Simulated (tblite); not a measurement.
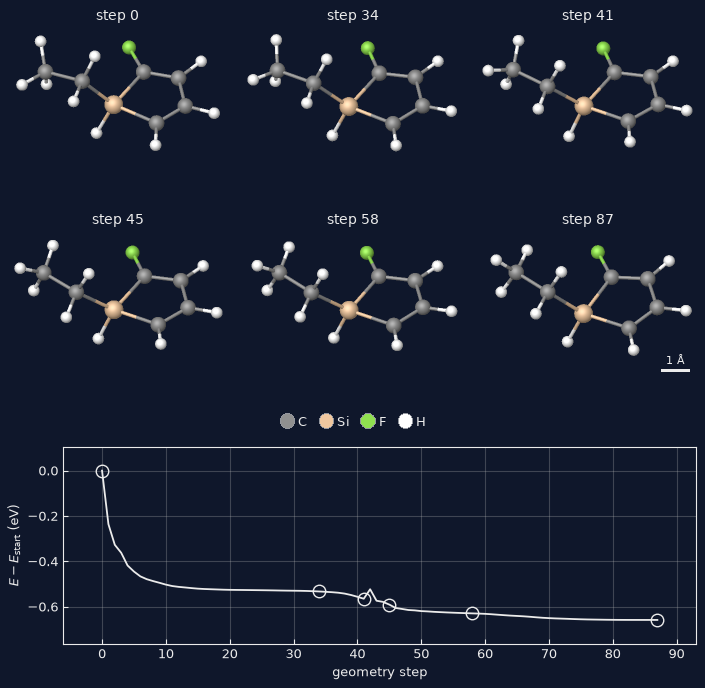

Frames of a relaxation of C₆H₉FSi, marked on the history of the run. The picture is a ball-and-stick view, seen from a free direction.

Level of theory: GFN2-xTB geometry optimisation, gas phase in tblite. 

### What happens along the run?

The atom that moves furthest after the best rigid fit is an H atom (1.05 Å). By element the largest moves are H 1.05 Å, C 0.29 Å, Si 0.18 Å, F 0.06 Å. Among the contacts that change: C–Si 1.828 → 1.903 Å, C–C 1.406 → 1.453 Å, C–C 1.297 → 1.339 Å, C–H 1.118 → 1.079 Å. Among the angles between lasting bonds that change: C–C–F 129.9° → 122.2°, C–C–H 129.3° → 121.9°, Si–C–H 122.0° → 128.2°. Groups turn about C–C by about 55°. The energy falls by 0.658 eV in 87 geometry steps. From step 0 to 34: an H atom moves most (0.25 Å), energy −0.533 eV. From step 34 to 41: an H atom moves most (0.34 Å), energy −0.032 eV. From step 41 to 45: an H atom moves most (0.24 Å), energy −0.026 eV. From step 45 to 58: an H atom moves most (0.12 Å), energy −0.039 eV. From step 58 to 87: an H atom moves most (0.29 Å), energy −0.029 eV.

```
step  E − E(0), eV
   0        0.0000
   1       -0.2362
   2       -0.3271
   3       -0.3622
   4       -0.4182
   5       -0.4449
   6       -0.4661
   7       -0.4785
   8       -0.4870
   9       -0.4945
  10       -0.5025
  14       -0.5178
  18       -0.5239
  22       -0.5262
  26       -0.5276
  30       -0.5294
  34       -0.5328
  38       -0.5421
  42       -0.5229
  46       -0.6055
  51       -0.6206
  55       -0.6263
  59       -0.6303
  63       -0.6373
  67       -0.6442
  71       -0.6515
  75       -0.6554
  79       -0.6574
  83       -0.6582
  87       -0.6583
```
